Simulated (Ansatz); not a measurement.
# C2H3Si (charge −1): what the fields show

Input

```
crystal:
  periodic: [false, false, false]
  atoms:
    - {symbol: C, position_ang: [0.933363, 0.131662, 1.294739]}
    - {symbol: C, position_ang: [0.288043, -0.033673, 0.273858]}
    - {symbol: Si, position_ang: [-0.535702, -0.449047, -1.374798]}
    - {symbol: H, position_ang: [-1.940679, -0.676452, -0.799385]}
    - {symbol: H, position_ang: [-0.798881, 1.004338, -1.793349]}
    - {symbol: H, position_ang: [1.491948, 0.280877, 2.188726]}
basis:
  gaussian: {orbitals: "def2-TZVPPD.json"}
total_charge: -1
hamiltonian: {xc: pbe0, dispersion: d4}
output: {orbitals: {seedname: orbitals}}
```

Run with:

```sh
ansatz run in.yaml --threads 2 --pin off --events-out ev --progress --plain --max-ram 4352MiB
```

Geometry: PBE0-D4/def2-TZVPD.

Method: RKS PBE0-D4/def2-TZVPPD (Ansatz 0.2.0).

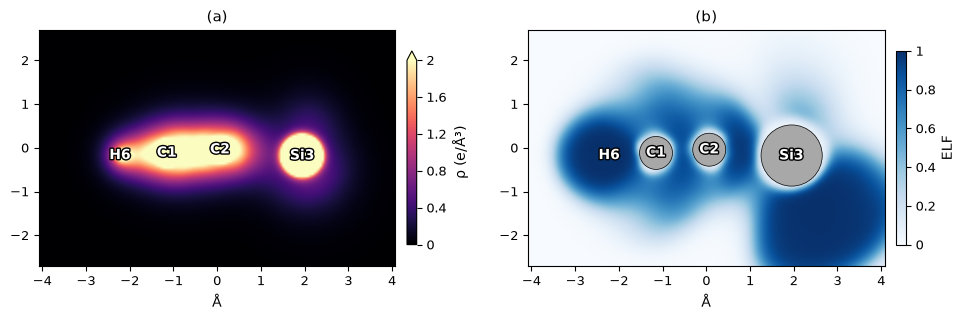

Figure 1. (a) total electron density; (b) electron localisation function on the plane of atoms C1, C2 and Si3. Grey discs cover the atomic cores in the ELF map.

Q: Read the bonding off the picture.

A:
- Atoms in the plane: C, Si and H.
- C–C (1.22 Å): ρ is about 2.8 e/Å³ halfway; the ELF peaks at about 0.85 between the atoms; a multiple bond.
- C–Si (1.89 Å): ρ at the midpoint is about 0.85 e/Å³; the ELF peaks at about 0.95 between the atoms, as expected for a shared electron pair.
- C–H (1.06 Å): ρ is about 2.1 e/Å³ halfway; the ELF climbs to about 1 towards the hydrogen, as it does in any bond to H: a covalent bond by its length.
- The ELF also peaks beside Si3, away from the bonds: lone-pair regions.

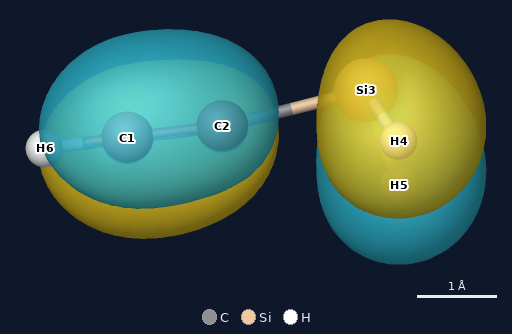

Figure 2. The HOMO−1 at ±0.08 Å⁻³ᐟ² (yellow and cyan are the two phases), seen from one side.

Q: Describe this orbital and give its energy.

A: It lies mainly on C1 (about 30 %), C2 (about 25 %), Si3 (about 20 %), H4 (about 15 %) and H5 (about 15 %). Its energy is −2.66 eV.
